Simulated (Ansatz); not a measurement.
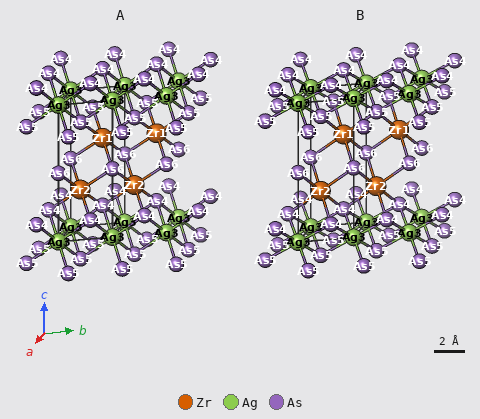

Two geometries of a crystal of Zr$_{2}$AgAs$_{3}$ (built on the K2NaCl3-164 type type), drawn at one scale. One is the start of a relaxation, the other its converged end. The picture is a ball-and-stick view of the cell of the calculation, repeated 1 × 2 × 1 with one cell outlined, seen slightly off an axis.

Theory: DFT, PBEsol, plane waves, PAW (Ansatz). Settings: plane-wave cutoff 420 eV; k-point mesh 6 × 6 × 2; occupations fermi dirac; smearing width 0.03 eV; no spin polarisation; cell and atoms relaxed; force threshold 0.01 eV/Å; at most 120 steps.

Which one is relaxed?

Structure A is the relaxed one. The energy falls by 0.825 eV per cell of the calculation in 5 accepted moves (6 points after the start). The largest force component goes from 1.9 to 0.0051 eV/Å. The pressure goes from −7.99 to 0.01 GPa. The SCF was repeated once at an unchanged geometry on a basis and grid sized afresh for the cell, which shifted the energy by 1.5 meV per cell of the calculation at most. The largest moves relative to the cell, 0.28 Å, are those of As4 and As5. As5 goes along −c. By element the largest moves are As 0.28 Å, Zr 0.12 Å. Ag stays in place. Cell: a = b 3.940 → 3.826 Å (−2.9 %), c 9.744 → 9.578 Å (−1.7 %). Volume −7.3 %. Some distances before and after: Zr1–As5 2.860 → 2.701 Å, Zr1–As6 2.867 → 2.722 Å, Ag3–As4 2.667 → 2.754 Å. Among the angles between lasting bonds that change: Ag3–As5–Ag3 95.2° → 88.0°, As4–Ag3–As4 95.2° → 88.0°, As4–Ag3–As5 84.8° → 92.0°. The space group stays P-3m1 (No. 164).
